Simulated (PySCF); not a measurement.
As₄S₄ (As4S4 realgar)

```xyz
8

As    0.9830   -0.8812    1.4526
S    -1.2240   -1.2387    1.5309
As   -1.9227   -0.1046   -0.2680
S    -1.2370    1.8847    0.4865
As    0.9719    1.5680    0.6437
S     1.2594    1.2180   -1.5461
As    0.0365   -0.6251   -1.8689
S     1.2712   -1.9068   -0.5145
```

Geometry: PBE0-D3(BJ)/def2-SVP.

Theory: PBE0/def2-SVPD, SCF density, gas phase in PySCF 2.14.0.

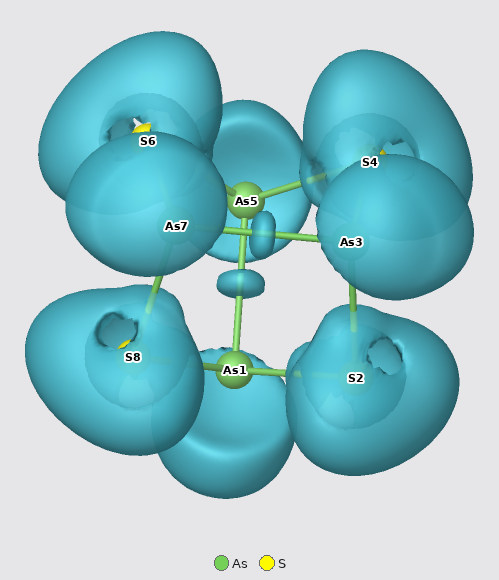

Figure 1. Isosurface of the electron localisation function at 0.75 (cyan), seen at an oblique angle. Only the valence region is drawn (cores and ρ < 0.01 e/Å³ removed).

Where are the electrons localised?

At this value the surface marks out two regions between bonded As–As atoms (shared pairs), four regions on S in which the atom's valence shell and bonds are merged and four lobes on As, pointing away from the bonds (lone pairs). Along the contacts the grid gives the following. As–S (2.24 Å): the ELF peaks at about 0.85 between the atoms; a covalent bond. As–As (2.58 Å): the ELF peaks at about 0.80 between the atoms (a covalent bond).

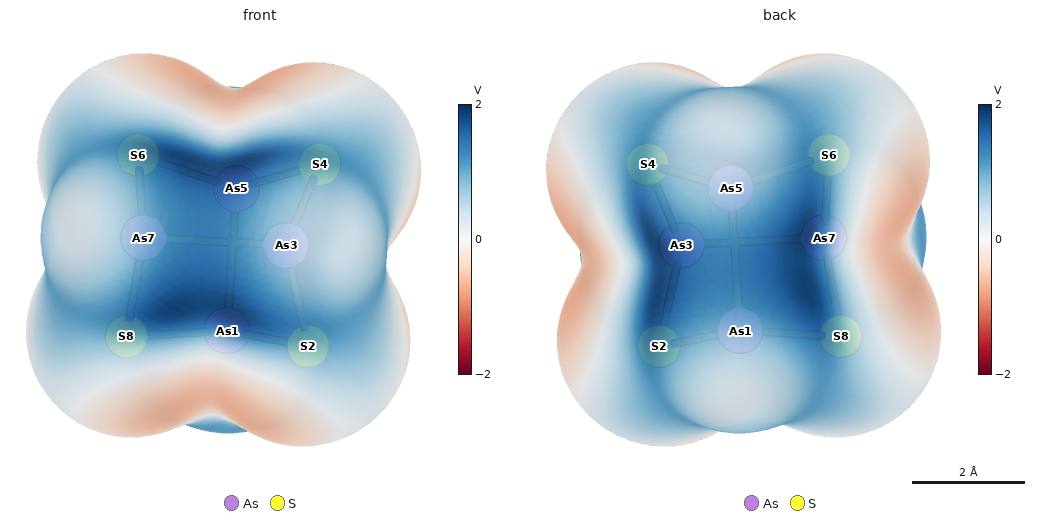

Figure 2. The electrostatic potential painted on the density surface at 0.004 e/bohr³, seen from the front and from behind; the colour scale runs from red (negative) to blue (positive).

Where is the surface potential most negative and most positive?

The most negative region (about −0.7 V) lies over S2, S4, S6 and S8, the most positive (about +1.9 V) over As1, As3, As5 and As7.

How polar is the molecule by this calculation?

Its dipole moment is zero.

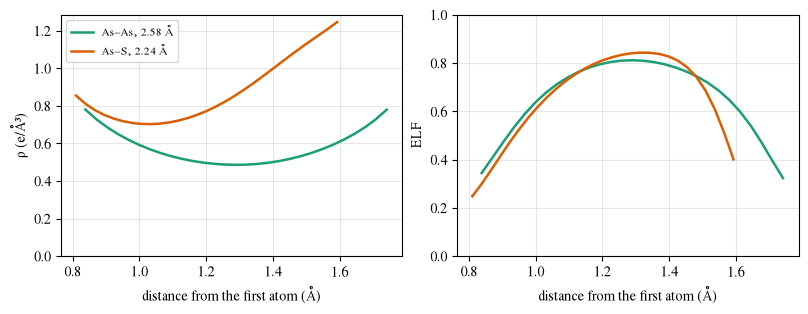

Figure 3. Electron density and electron localisation function along straight lines between neighbouring atoms. The curves leave out the atomic cores.

Compare the contacts.

As–As (2.58 Å): ρ is about 0.49 e/Å³ halfway; the ELF peaks at about 0.80 between the atoms; localised, covalent bonding.
As–S (2.24 Å): the density is about 0.72 e/Å³ at the midpoint; the ELF peaks at about 0.85 between the atoms: a covalent bond.
